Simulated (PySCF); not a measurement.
# CH7BrGeN2: electronic excitations

Aim: predict the electronic excitations of CH7BrGeN2 (`C[NH][Ge@H]([NH2])[Br]`).

Programs: PySCF 2.14.0, with density-fitted response routines of our own. Each step states its level of theory. These are calculated values for one molecule in the gas phase, unless marked as measured. Atoms are numbered from 0 throughout.

## Step 1: Starting geometry

12 atoms, charge 0, multiplicity 1; geometry from: GFN2-xTB.

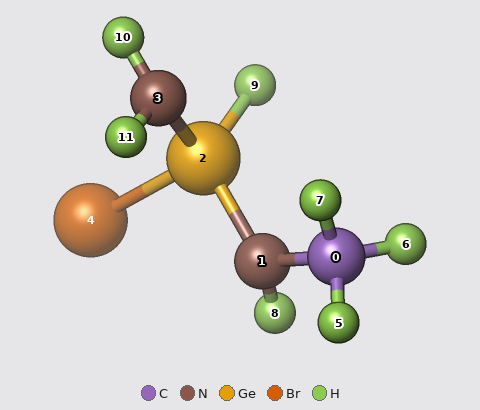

The starting geometry (carbon purple, nitrogen brown, germanium amber, bromine orange, hydrogen green), atoms numbered.

## Step 2: TDDFT and polarisability: CAM-B3LYP/def2-SVPD

What the job is given:

```
{"job": {"kind": "uv", "xc": "CAM-B3LYP", "basis": "def2-SVPD", "nstates": 8, "ntriplets": 3}, "charge": 0, "multiplicity": 1}
C     -1.690095    -0.572428    -0.043900
N     -0.815908     0.562738    -0.288516
Ge     0.974792     0.397667    -0.493333
N      1.560120    -0.458287     0.977720
Br     1.673353     2.578601    -0.669891
H     -2.580239    -0.236085     0.490101
H     -2.004621    -1.077001    -0.962716
H     -1.160240    -1.289539     0.579316
H     -1.271632     1.252941    -0.871275
H      1.570245    -0.339200    -1.681694
H      2.542540    -0.668994     1.066941
H      1.202884    -0.151099     1.871220
```

Method: TDDFT CAM-B3LYP/def2-SVPD, vertical, gas phase, core orbitals frozen in the response.

Command:

```
OMP_NUM_THREADS=1 python probes_run.py task.json out
```

This one command runs all jobs of the session in turn.

Output:

```text
coarse grid: 47472 points
cycle   1  E = -4802.4758943335  dE = -1.265e+00  |g| = 6.396e-01  |ddm| = 4.484e+00
cycle   2  E = -4802.4621504465  dE =  1.374e-02  |g| = 7.318e-01  |ddm| = 2.077e+00
cycle   3  E = -4802.5504031703  dE = -8.825e-02  |g| = 4.940e-02  |ddm| = 9.317e-01
cycle   4  E = -4802.5508877424  dE = -4.846e-04  |g| = 2.612e-02  |ddm| = 1.267e-01
cycle   5  E = -4802.5510285392  dE = -1.408e-04  |g| = 6.500e-03  |ddm| = 3.432e-02
cycle   6  E = -4802.5510363314  dE = -7.792e-06  |g| = 9.675e-04  |ddm| = 2.042e-02
final grid: 96912 points
cycle   7  E = -4802.5509806459  dE = -1.932e-07  |g| = 9.537e-04  |ddm| = 4.042e-03
cycle   8  E = -4802.5509805590  dE =  8.693e-08  |g| = 1.198e-03  |ddm| = 2.748e-03
cycle   9  E = -4802.5509808644  dE = -3.054e-07  |g| = 8.420e-05  |ddm| = 1.392e-03
cycle  10  E = -4802.5509808664  dE = -2.019e-09  |g| = 2.464e-05  |ddm| = 1.702e-04
cycle  11  E = -4802.5509808668  dE = -3.420e-10  |g| = 1.052e-05  |ddm| = 1.425e-04
converged SCF energy = -4802.5509808668

Static polarisability (au): isotropic 80.789, principal 69.362 77.203 95.802

Singlet excitations
state   eV       nm        f      main configurations
  1   6.1767    200.7   0.00486   H->L+1 0.62, H->L+2 0.22, H->L 0.10
  2   6.3929    193.9   0.01838   H->L 0.69, H->L+2 0.17
  3   6.7794    182.9   0.05992   H-1->L 0.35, H-1->L+1 0.23, H-2->L 0.09
  4   6.8206    181.8   0.01441   H-1->L+1 0.29, H-1->L 0.27, H-3->L 0.14
  5   6.8707    180.5   0.04132   H-2->L 0.77
  6   7.0674    175.4   0.03382   H->L+2 0.33, H->L+1 0.17, H->L+3 0.17
  7   7.3854    167.9   0.04932   H->L+3 0.49, H->L+5 0.14, H->L+6 0.09
  8   7.4724    165.9   0.15336   H-3->L 0.63, H-1->L 0.16

Triplet excitations (Tamm-Dancoff, eV): 5.8453 6.0975 6.2078
```

Run time: 75 s. Hardware: 1 thread of Arm Neoverse V2, shared host; peak memory 0.89 GiB.

The orbitals next to the gap, with their largest atomic shares:

```csv
orbital,eV,atoms
HOMO−3,-9.73,"Br4 68 %, N3 13 %, Ge2 12 %"
HOMO−2,-9.42,"Br4 85 %, Ge2 9 %"
HOMO−1,-9.04,"N3 49 %, Br4 36 %, H10 5 %"
HOMO,-8.40,"N1 59 %, C0 12 %, Ge2 8 %"
LUMO,0.96,"Br4 52 %, Ge2 20 %, H9 11 %"
LUMO+1,1.00,"Ge2 34 %, C0 13 %, Br4 9 %"
LUMO+2,1.41,"Br4 28 %, Ge2 17 %, H9 11 %"
```

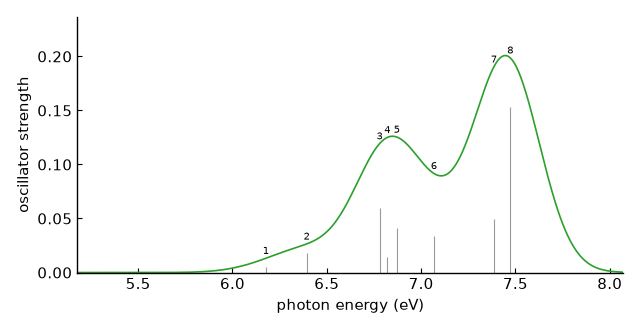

Absorption spectrum from the 8 singlet states computed; above the last one it falls off for lack of states. Lines are broadened to a width of 0.40 eV (Gaussian).

Ground-state properties from the same run:

```csv
property,computed
dipole moment (D),2.05
polarisability (Å³),11.97
HOMO–LUMO gap (eV),9.37
−ε(HOMO) (eV),8.40
```

## Step 3: Results

| quantity | value |
| --- | --- |
| lowest singlet (CAM-B3LYP/def2-SVPD) | 6.18 eV (201 nm), f = 0.005 |
| brightest single state of those computed | state 8, 7.47 eV, f = 0.153 |
| lowest triplet | 5.85 eV |

**Reading.** The lowest singlet, at 6.18 eV, is HOMO→LUMO+1 0.62, HOMO→LUMO+2 0.22 and is weak; of the 8 states computed, the strongest absorption comes from state 8 at 7.47 eV (the last computed, so partners may be missing). The lowest triplet lies 0.33 eV below the lowest singlet (triplets in Tamm-Dancoff, singlets in full TDDFT).
